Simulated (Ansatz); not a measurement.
## Electronic structure of ZrPtBr in real space

```yaml
crystal:
  lattice:
    - [3.58406, 0.00000, 0.00000]
    - [-1.79203, 3.10388, 0.00000]
    - [0.00000, 0.00000, 30.99203]
  atoms:
    - { symbol: Zr, position: [0.00000, 0.00000, 0.29394] }
    - { symbol: Pt, position: [0.66667, 0.33333, 0.34496] }
    - { symbol: Br, position: [0.66667, 0.33333, 0.23026] }
```

A structure generated by program, which may or may not match a known phase; spin-polarised.

The calculation used DFT PBE, scalar-relativistic, plane waves, PAW (Ansatz 0.2.0).

Core electrons are frozen (PAW), and the valence fields are smoothed inside the atomic spheres.

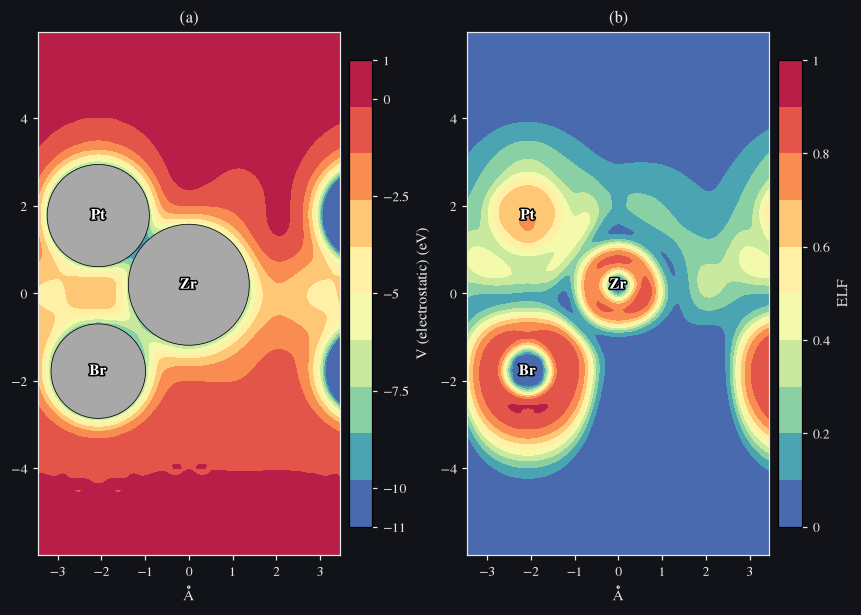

Figure 1. (a) electrostatic potential energy of an electron; (b) electron localisation function on the (110) plane of the calculation cell, a cut from vacuum to vacuum. Grey discs cover the atomic cores in the potential map.

> What does the map show?

- The plane passes through Zr, Pt and Br nuclei.
- Zr–Pt (2.60 Å): the ELF is about 0.40 at the midpoint.
- Zr–Br (2.86 Å): the ELF is about 0.30 at the midpoint.
- The features right at Zr and Pt lie inside the PAW spheres, where the map follows smoothed inner orbitals and isn't to be read closely.
- Outside the cores the potential energy rises away from the atoms and is highest in the vacuum; its zero is arbitrary.

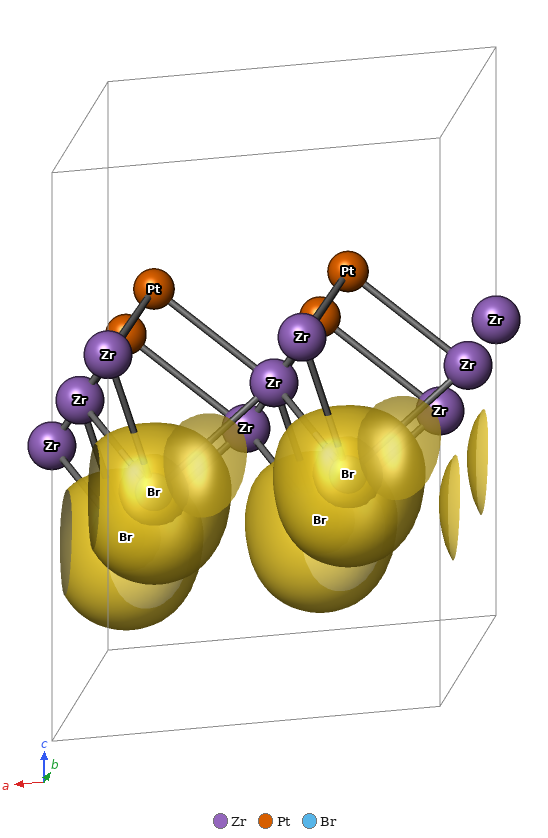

Figure 2. Isosurface of the ELF at 0.65 (yellow), seen at an oblique angle. Core shells and regions of very low density are left out. Sticks mark near contacts.

> Describe the localisation domains.

The ELF exceeds this value in one region wrapped around Br (its valence shell), counted in one cell of 3 atoms. Counts are for one cell; the picture repeats the cell along the surface.

> How much charge does the calculation move between the atoms?

Electrons move from Zr towards Pt and Br. Bader charges: Zr +1.69, Pt −1.03 and Br −0.65 e.

> Does the calculation give a band gap?

It is gapless in this calculation (a metal or semimetal).
